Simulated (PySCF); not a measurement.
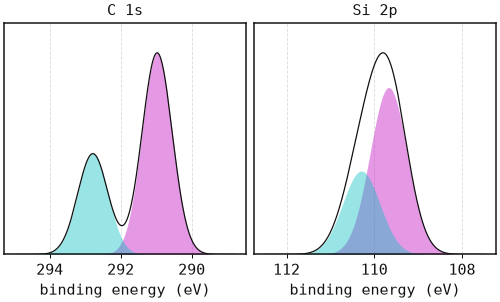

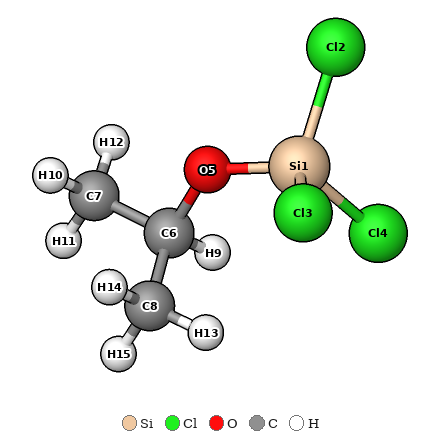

Simulated XPS of C₃H₇Cl₃OSi (SiCl3(OiPr)), SMILES CC(C)O[Si](Cl)(Cl)Cl. Vertical core-electron binding energies by ΔSCF (SCAN, pcX-2 on the ionised atom, pcseg-1 elsewhere, spin-free X2C; PySCF, at a PBE0-D3(BJ)/def2-SVP geometry (no frequency check)), gas phase, against the vacuum level. One atom of each kind was ionised; within a panel, areas follow the number of like atoms and 2j + 1 (2p levels are split by first-order spin-orbit coupling, an approximation), each panel is scaled alone, Gaussians of 1.0 eV full width. Only the regions named are shown. Lines closer than the width merge in the curve.

### Assign the components.

```tsv
level	atoms	binding energy (eV)
C 1s	C6	292.8
C 1s	C7, C8	291.0
Si 2p1/2	Si1	110.3
Si 2p3/2	Si1	109.7
```

### How large is the chemical shift across the C 1s region?

1.8 eV, from C7, C8 at 291.0 eV to C6 at 292.8 eV.

Note: one conformer of a flexible molecule.
